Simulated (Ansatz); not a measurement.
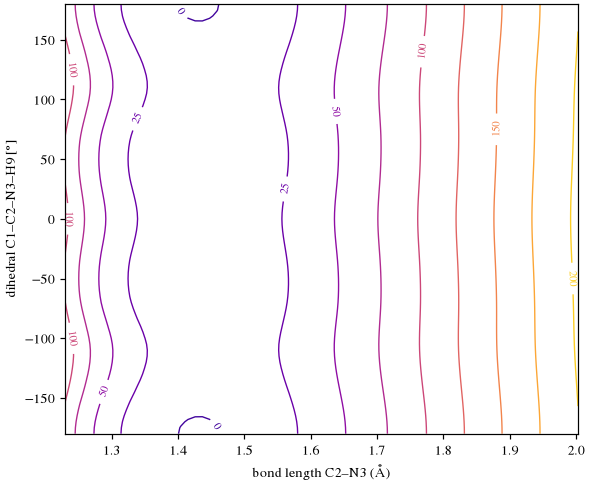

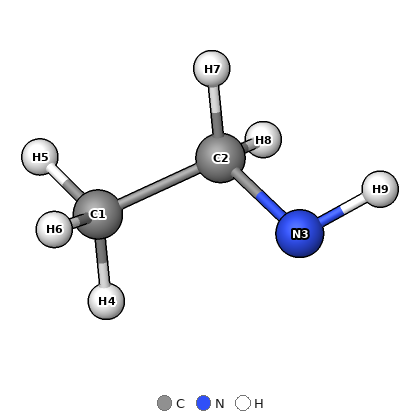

Energy landscape of C2H6N, SMILES CC[NH], spin multiplicity 2. First axis: bond length C2–N3. Second axis: dihedral C1–C2–N3–H9. Nothing is relaxed (all other coordinates rigid). The grid has 11 × 10 points. Points are written as (first, second). All energies are given in kJ/mol relative to the lowest grid point. These are results of Ansatz 0.2.0, UKS PBE0-D4/def2-TZVP, not measurements.

In the figure: contour lines labelled in kJ/mol. Between grid points the surface is interpolated. The second picture is the structure at the lowest point.

Q: Describe this landscape.

A: The lowest grid point is at (1.462 Å, −180°). A higher local minimum lies near (1.462 Å, −36°) (5 kJ/mol above the lowest at that grid point). The highest grid point, (2.003 Å, 0°), lies 205 kJ/mol above the lowest. On the interpolated surface the easiest way out of the lowest well to the well at about (1.43 Å, −50°) passes a barrier of about 12 kJ/mol, counted from the interpolated bottom of the well. Round the minimum the two coordinates are nearly uncoupled.

Each point was launched as `ansatz run input.yaml --threads 1 --pin off --max-ram 2560MiB --backend cpu --events-out ev --progress --plain --runs-dir out`. Time for the 110 points that were run: 9.2 min on 1 thread of Arm Neoverse V2 (shared host).
